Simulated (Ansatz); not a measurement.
**SiF: density, localisation and related maps**

Input file:

```
crystal:
  lattice:
    - [1.3386, 0.77284, 3.89831]
    - [-1.3386, 0.77284, 3.89831]
    - [0.0, -1.54568, 3.89831]
  atoms:
    - { symbol: Si, position: [0.5, 0.5, 0.5] }
    - { symbol: F, position: [0.0, 0.0, 0.0] }
hamiltonian:
  xc: pbe0
  pseudopotentials: { kind: paw }
kpoints:
  mp_grid: { grid: [6, 6, 6] }
scf:
  occupations: { method: fermi_dirac, width: 0.05 }
output:
  forces: true
  stress: true
  eigenvalues: true
  write_density: true
  write_potential: true
  elf: true
  volumetric_format: npy
```

Run with:

```sh
ansatz run input.yaml --threads 2 --pin off --max-ram 5632MiB --backend cpu --events-out ev --progress --plain --runs-dir out
```

Below, planes, directions and counts refer to the conventional cell (a = 2.68 Å, b = 2.68 Å, c = 11.69 Å, α = 90.00°, β = 90.00°, γ = 120.00°).

Space group R-3m; a generated structure, not necessarily the stable one; computed pressure about −3 GPa in this cell.

These are results of Kohn-Sham DFT of a periodic cell, PBE0, Ansatz PAW in Ansatz 0.2.0, not measurements.

The density is the valence pseudo-density of a PAW calculation; it isn't the true density close to the nuclei.

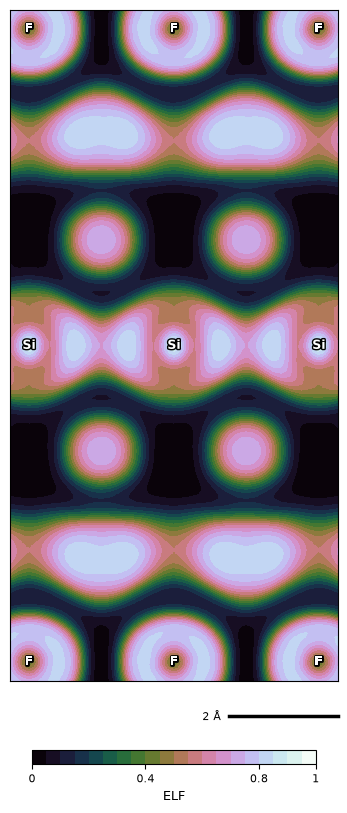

Figure 1. Electron localisation function on the (010) plane of the conventional cell.

Question: What does the map show?

Answer:
- The section cuts through Si and F sites.
- Atoms just off the plane (Si, 0.8 Å away and F, 0.8 Å away) can leave unmarked features too.
- Si–Si (2.68 Å): the ELF peaks at about 0.85 between the atoms.

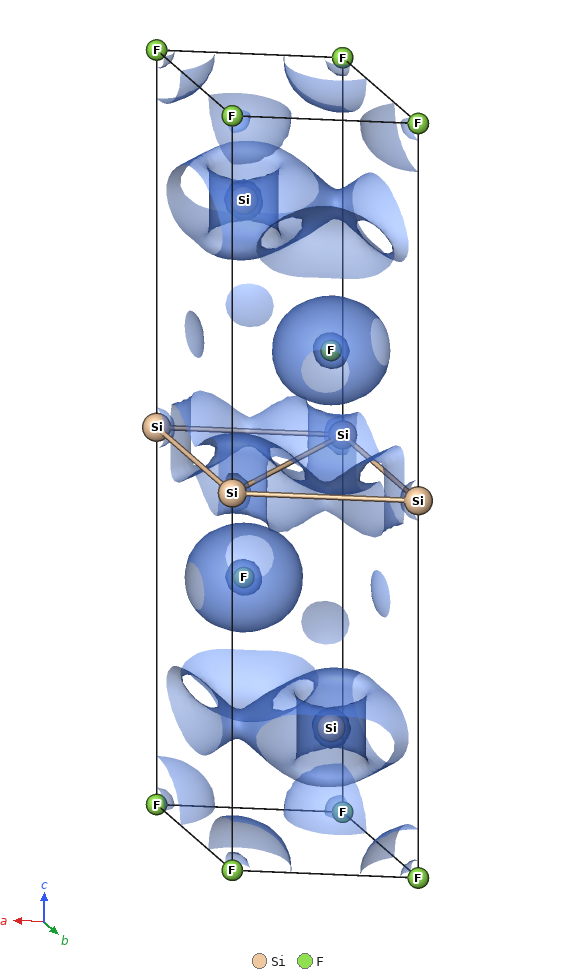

Figure 2. Isosurface of the electron localisation function at 0.65 (blue), seen at an oblique angle. Core shells and regions of very low density are left out. Sticks mark near contacts.

Question: Where are the electrons localised?

Answer: The ELF exceeds this value in three regions wrapped around F (the valence shell of each), sheets that run through the cell in two directions and three small core shells on Si, counted in one cell of 6 atoms. Regions shared between cells count once.


Si–F (2.49 Å): the ELF is about 0.15 at the midpoint: no localised pair shows between them.
